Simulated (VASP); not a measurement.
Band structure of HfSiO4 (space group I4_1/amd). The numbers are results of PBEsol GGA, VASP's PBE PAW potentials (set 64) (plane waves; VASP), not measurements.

Unless said otherwise, spin-orbit coupling is left out, though it shifts the bands of the heavy elements here.

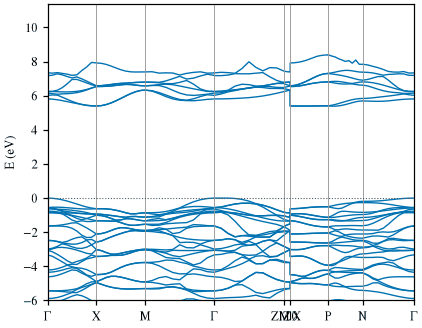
Fig. 1. Bands along high-symmetry lines, zero at the valence-band maximum or, without a gap, the Fermi level

Question: Read the plot: is there a gap, and where are the band edges?

Answer: The gap is indirect, 5.38 eV, from the valence maximum at Γ-Z at 0.10 to the conduction minimum at P-N at 0.20. (Edges off the drawn lines would not show.)

The structure comes from a computed database's HfSiO4 entry (I4_1/amd); how it stands against other phases isn't given here. It was relaxed first.
